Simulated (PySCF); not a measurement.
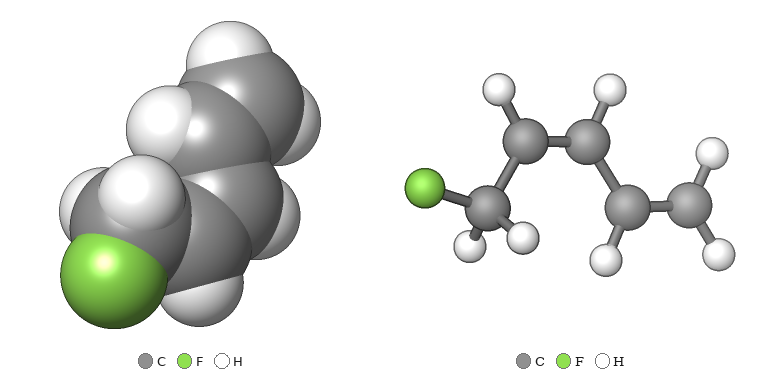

Both panels show the same species.

The geometry was computed by an optimisation with GFN2-xTB. No frequency run is at hand to confirm it as a minimum.

Question: Which formula does it have?

Answer: C5H7F, 13 atoms: 5 carbon, 7 hydrogen and 1 fluorine.

Question: Count the bonded pairs by element.

Answer: 7 C–H, 4 C–C, 1 C–F.

The parts below concern this one geometry. Atoms keep their numbers from picture to picture.

**Shape**

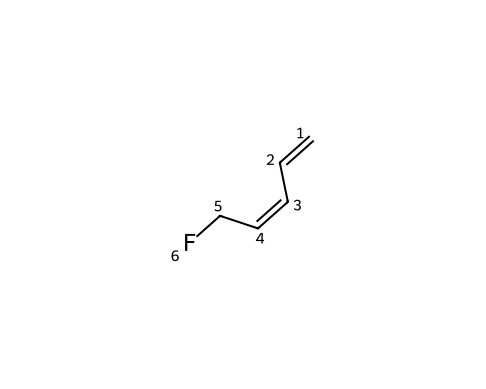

A structural formula, with wedges where it has stereocentres; small numbers name the atoms. The configuration is that of a computed structure (GFN2-xTB).

Question: What are the Cahn–Ingold–Prelog descriptors?

Answer: C3=C4: Z.

**Dipole moment**

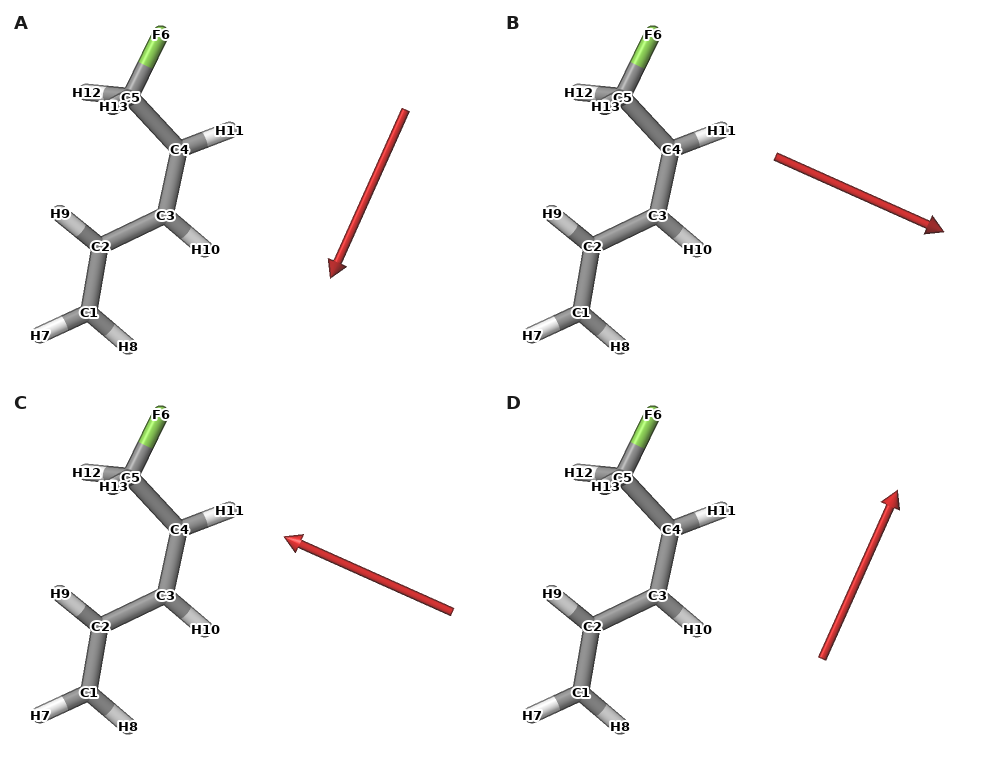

The same molecule four times, each with an arrow. No frequency run is at hand to confirm it as a minimum. Level of theory: CAM-B3LYP/def2-SVPD, gas phase (PySCF 2.14.0).

Question: Which arrow points along the dipole moment, from the negative to the positive end?

Answer: A. The dipole moment is 1.93 D; it points from the side of F6 to the side of H7 (the outermost atoms at the two ends).

**Core levels**

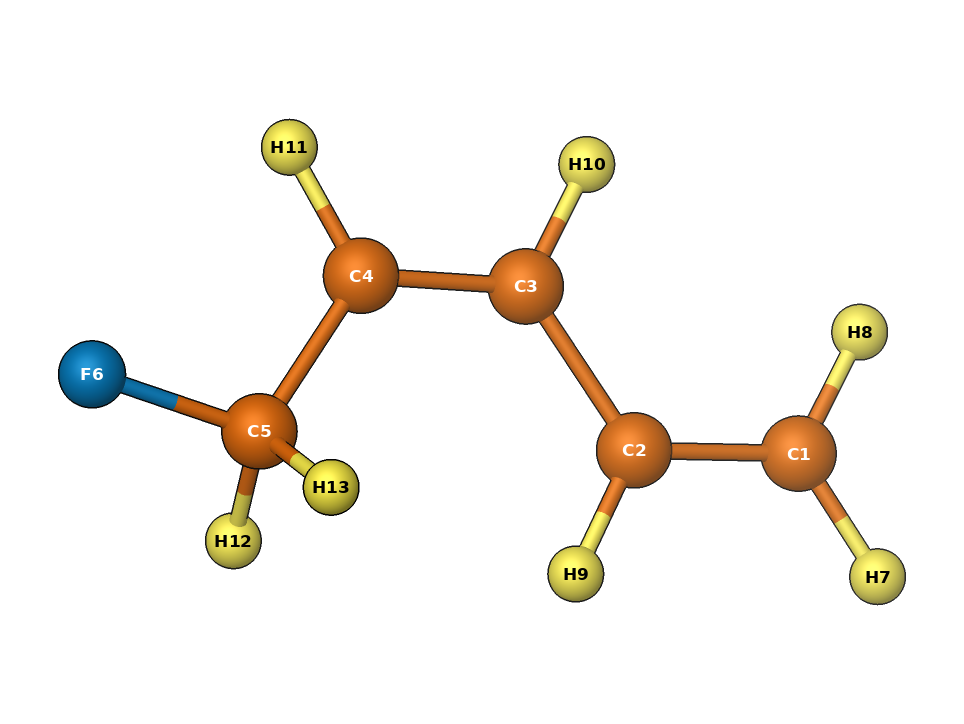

No frequency run is at hand to confirm it as a minimum. Properties computed with delta-SCF UKS SCAN, pcX-2 on the ionised atom, pcseg-1 elsewhere, spin-free X2C (PySCF 2.14.0).

Give the core-electron binding energies (to vacuum) of C1 1s, C2 1s, C3 1s, C4 1s, C5 1s, F6 1s.

| atom | level | binding energy (eV) |
| --- | --- | --- |
| C1 | 1s | 290.0 |
| C2 | 1s | 290.8 |
| C3 | 1s | 290.6 |
| C4 | 1s | 290.3 |
| C5 | 1s | 293.2 |
| F6 | 1s | 692.4 |

**Excitation**

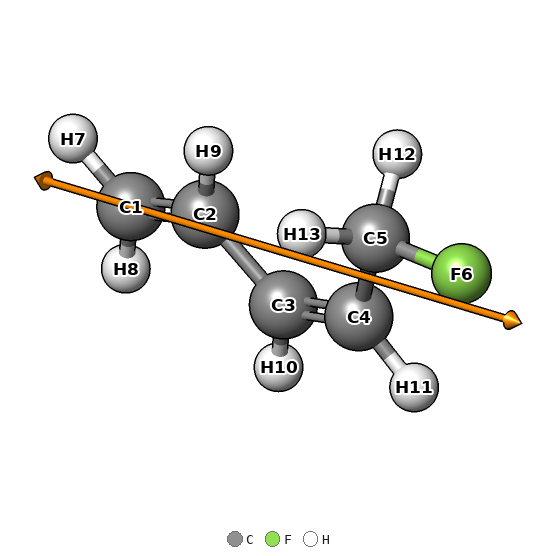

The double arrow shows the direction of the transition dipole to excited singlet state 1 (its length means nothing). No frequency run is at hand to confirm it as a minimum. Method: TDDFT CAM-B3LYP/def2-SVPD, vertical, gas phase, core orbitals frozen in the response (PySCF 2.14.0).

Question: How is the transition polarised?

Answer: Nearly parallel to the C3–C4 bond.

Question: Where does the transition lie, and how strong is it?

Answer: 5.69 eV (218 nm), oscillator strength 0.65, mainly HOMO → LUMO (weight 0.98); transition dipole 5.49 D.

**Polarisability**

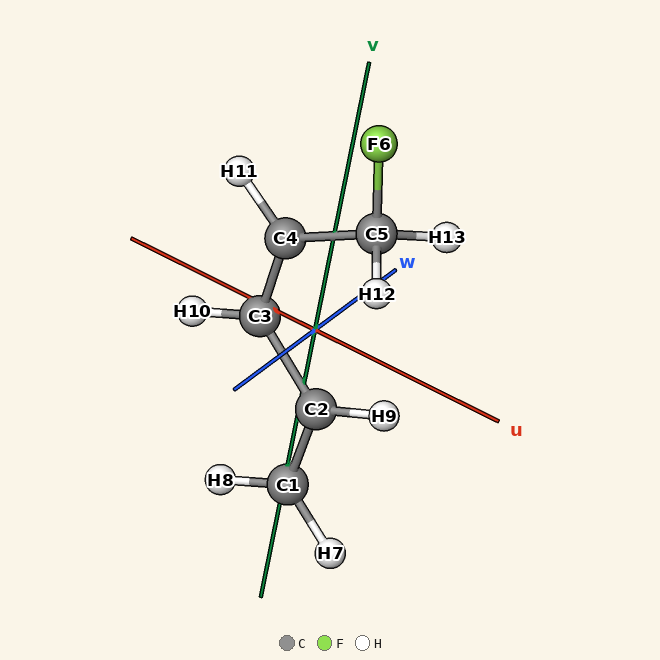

The lines u, v and w are the principal axes of the static dipole polarisability. No frequency run is at hand to confirm it as a minimum. Computed with CAM-B3LYP/def2-SVPD (PySCF 2.14.0).

Question: Along which axis is the molecule most polarisable, and along which least?

Answer: Most along v (nearly parallel to the C3–C4 bond), least along w.

Question: Give the three principal values.

Answer: u 55.3, v 102.1, w 43.5 bohr³; mean 67.0, anisotropy 53.7 bohr³.
